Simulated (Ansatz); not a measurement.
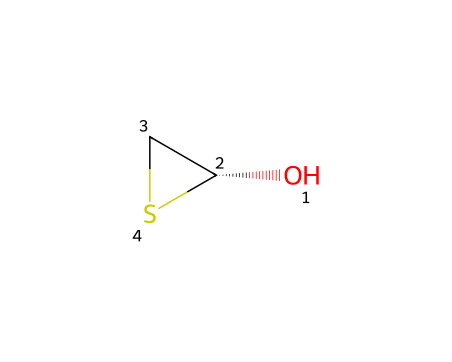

A structural formula, with wedges where it has stereocentres; small numbers name the atoms. The configuration is that of a computed structure (PBE0-D4/def2-TZVP).

**Give the R/S and E/Z labels.**

C2: R.

**Give a SMILES with the stereochemistry.**

O[C@H]1CS1
